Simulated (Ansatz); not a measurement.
# Hypothetical P6_3/mmc SiS2, thickness series

The reference is SiS2 in the 2H-MoS2 type structure (space group P6_3/mmc, No. 194; a = 3.210 Å, c = 11.768 Å; a hypothetical phase, not in the database extracts checked; layered, stacked along the Cartesian z axis).

Free-standing slabs (3 atom(s) a layer) normal to the stacking axis with 15 Å of vacuum; in-plane cell relaxed.

Levels (all Ansatz, a program for electronic structure, PAW, earlier PAW set): PBE-D3(BJ) (420 eV, no spin-orbit coupling); r2SCAN+rVV10 (500 eV, spin-orbit coupling left out).

The base cell above is that of PBE-D3(BJ); each level relaxes its own structures.

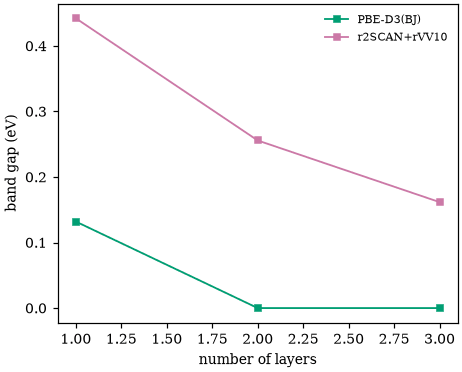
Fig. 1. Band gap under two levels

Problem. How do the two levels compare along the series?

Solution. PBE-D3(BJ) lies below r2SCAN+rVV10 in every row, by 0.16 eV to 0.31 eV. Near ties aside, they put the cases in the same order.

Whether these cells are dynamically stable was not tested. All final runs are without spin polarisation. A zero or small gap of SiS2 can be the functional's error rather than a property of the material.
